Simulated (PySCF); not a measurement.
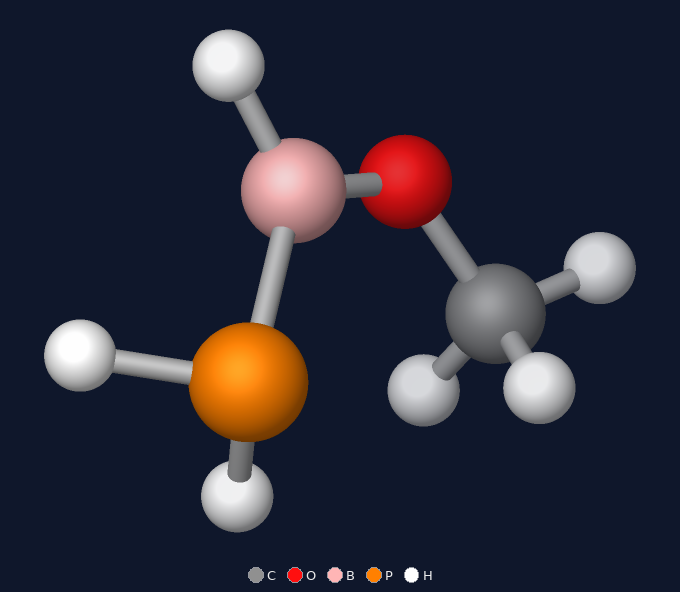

Rendered structure (ball-and-stick style).

Computed geometry: PBE0-D3(BJ)/def2-SVP optimisation. No frequency run is at hand to confirm it as a minimum.

> Which formula does it have?

CH6BOP, 10 atoms: 1 carbon, 6 hydrogen, 1 boron, 1 oxygen and 1 phosphorus.

> Describe its rings.

It has no ring.

> Name some functional groups or characteristic bonds that it holds.

Among them: B–H bond.

> Give a SMILES string for it.

COBP

> Which point group does it belong to?

C1.

The parts below concern this one geometry. Atoms keep their numbers from picture to picture.

**Quadrupole coupling**

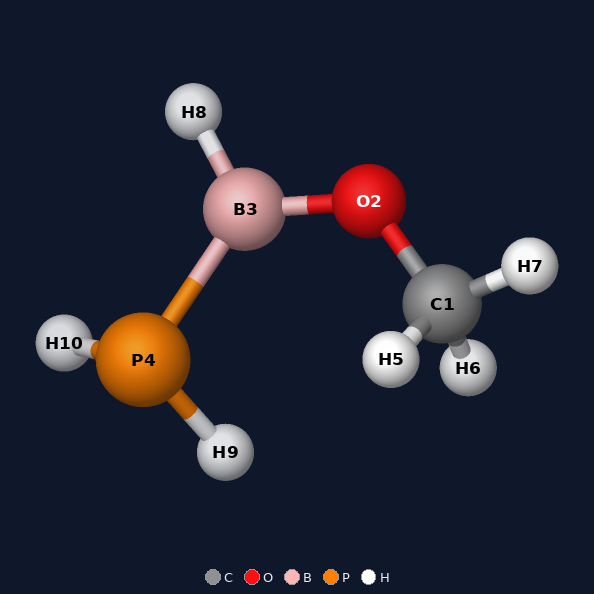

No frequency run is at hand to confirm it as a minimum. Electric field gradients from the ground-state density, PBE0/cc-pVDZ (PySCF 2.14.0), non-relativistic apart from any core potentials.

Give the largest field-gradient component, the quadrupole coupling constant and the asymmetry for 17O at O2 (Q = −25.6 mb), 11B at B3 (Q = 40.59 mb), 2H at H5 (Q = 2.86 mb), 2H at H6 (Q = 2.86 mb).

```json
{"atom": "O2", "V_zz (a.u.)": "1.397", "e²qQ/h (MHz)": "−8.40", "η": "0.21"}
{"atom": "B3", "V_zz (a.u.)": "0.338", "e²qQ/h (MHz)": "3.23", "η": "0.34"}
{"atom": "H5", "V_zz (a.u.)": "0.285", "e²qQ/h (MHz)": "0.192", "η": "0.09"}
{"atom": "H6", "V_zz (a.u.)": "0.290", "e²qQ/h (MHz)": "0.195", "η": "0.07"}
```

**NMR shielding**

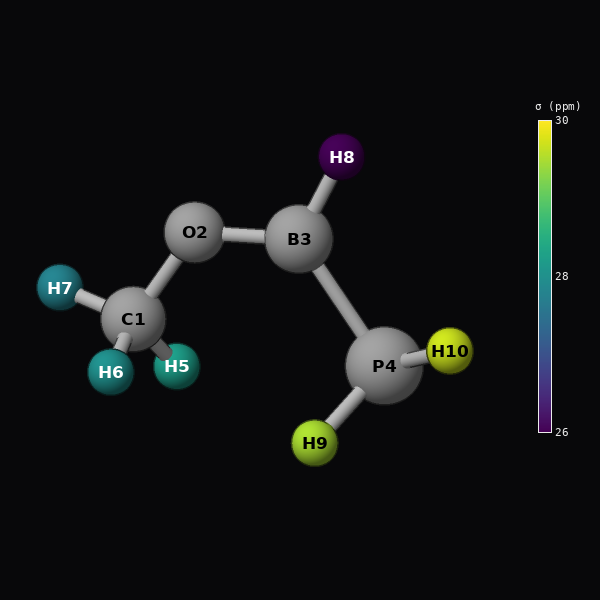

Atoms are coloured by their isotropic NMR shieldings (H only, the others grey). No frequency run is at hand to confirm it as a minimum. Level of theory: GIAO WP04/pcSseg-2 NMR shielding, non-relativistic, gas phase (PySCF 2.14.0).

> Which H atom is the most shielded (lowest chemical shift)?

H10 (29.69 ppm).

> Which H atom is the least shielded (highest chemical shift)?

H8 (26.03 ppm).

> How wide is the range of H shifts?

3.66 ppm.

List the isotropic NMR shieldings of the H atoms.

```tsv
atom	σ (ppm)
H5	28.22
H6	27.99
H7	27.78
H8	26.03
H9	29.49
H10	29.69
```

**Charges**

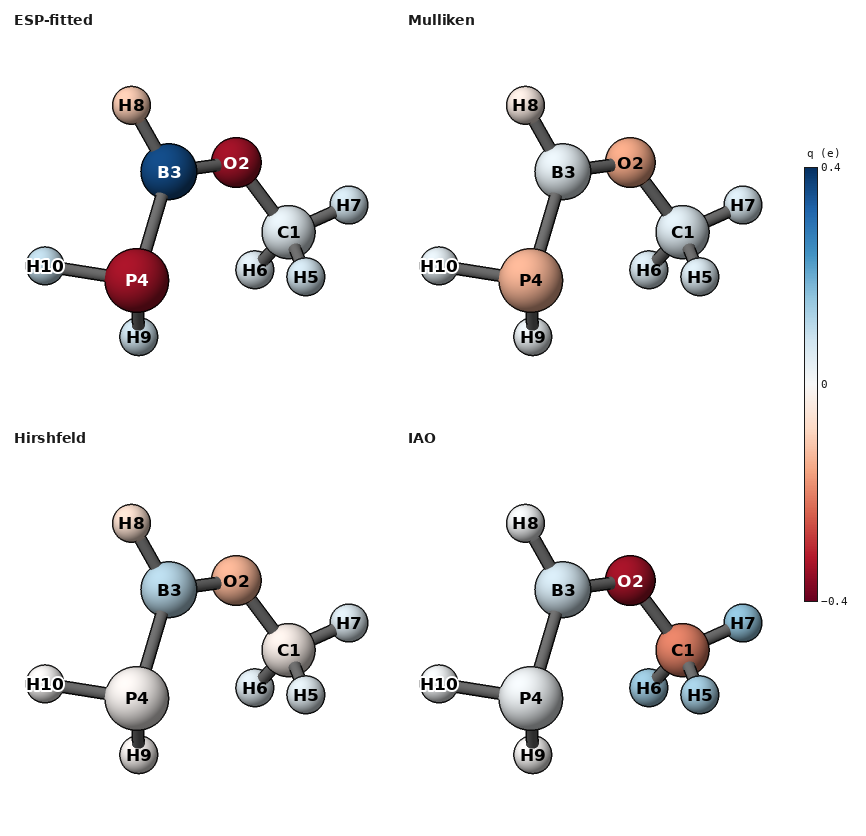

Atomic charges of one calculation by 4 schemes, on one colour scale. No frequency run is at hand to confirm it as a minimum. Method: PBE0/cc-pVDZ (PySCF 2.14.0).

> Which scheme gives the most polar picture (largest mean size of the charges)?

The ESP-fitted charges are the largest in size here, and the Hirshfeld charges the smallest.

> On which atom do the schemes disagree most?

On P4 (from −0.33 to 0.02 e).

List the charges (e), one line for each set of equivalent atoms.

```csv
atom,ESP-fitted,Mulliken,Hirshfeld,IAO
C1,0.04,0.05,−0.02,−0.20
O2,−0.33,−0.15,−0.13,−0.33
B3,0.36,0.04,0.11,0.07
P4,−0.33,−0.14,−0.01,0.02
H5,0.07,0.06,0.04,0.13
H6,0.05,0.06,0.05,0.14
H7,0.07,0.06,0.05,0.16
H8,−0.10,−0.03,−0.06,0.01
H9,0.08,0.02,−0.01,−0.01
H10,0.10,0.04,0.00,0.01
```

Mulliken values depend strongly on the basis set and can even reverse the polarity of a bond.
